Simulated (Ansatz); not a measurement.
Consider F₄H₅NOTi.

Input

```
crystal:
  periodic: [false, false, false]
  atoms:
    - {symbol: Ti, position_ang: [-1.165919, -0.645784, 0.090556]}
    - {symbol: F, position_ang: [0.713171, -1.270959, 0.721817]}
    - {symbol: F, position_ang: [-0.720917, -1.390387, -1.447521]}
    - {symbol: F, position_ang: [-1.785241, -1.580684, 1.437376]}
    - {symbol: F, position_ang: [-2.657738, 0.128377, -0.441480]}
    - {symbol: H, position_ang: [1.143426, 0.838209, -0.333296]}
    - {symbol: N, position_ang: [-0.280368, 1.112252, 0.336655]}
    - {symbol: H, position_ang: [1.476436, -0.660743, 0.145976]}
    - {symbol: O, position_ang: [2.001443, 0.249761, -0.455114]}
    - {symbol: H, position_ang: [-0.856733, 1.893974, 0.046382]}
    - {symbol: H, position_ang: [0.032844, 1.295746, 1.286264]}
    - {symbol: H, position_ang: [2.099495, 0.030238, -1.387616]}
basis:
  gaussian: {orbitals: def2-TZVPP}
hamiltonian: {xc: pbe0, dispersion: d4}
output: {orbitals: {seedname: orbitals}}
```

Command:

```sh
ansatz run in.yaml --threads 4 --pin off --events-out ev --progress --plain --max-ram 66560MiB --backend cuda --devices 0, --max-vram 37GiB
```

A transition-state structure; geometry: PBE0-D4/def2-TZVP.

Level of theory: RKS PBE0-D4/def2-TZVPP (Ansatz 0.2.0).

What will maps of the electron density and electron localisation function show?

Answer. F2···H8 (1.13 Å): the density falls to about 1.3 e/Å³ on the way; the ELF climbs to about 0.90 towards the hydrogen, as it does in any bond to H.
Ti–F (1.76 Å): ρ at the midpoint is about 1.1 e/Å³; the ELF peaks at about 0.85 in the valence shell of F, 0.5 Å from its nucleus, and drops to about 0.25 between the two atoms.

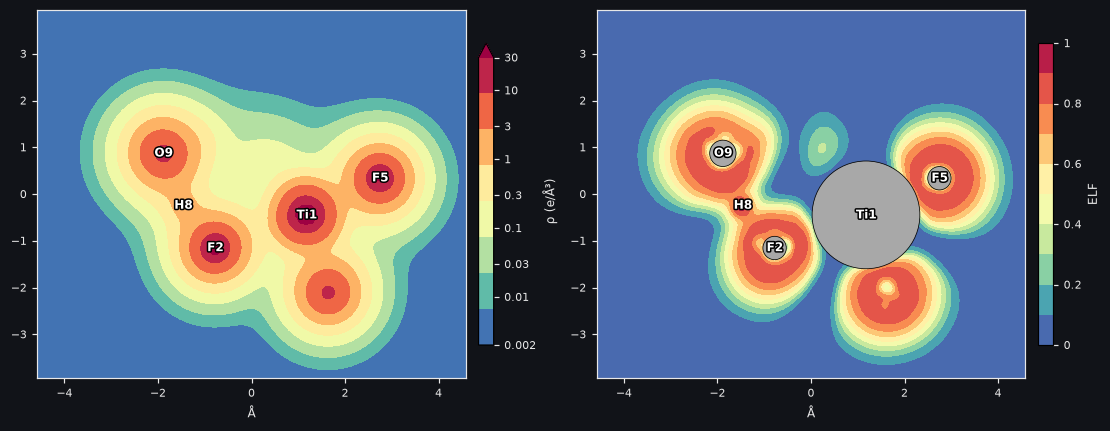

Computed electron density and electron localisation function on the plane of atoms Ti1, F2 and H8, in this order. Grey discs cover the atomic cores in the ELF map. 
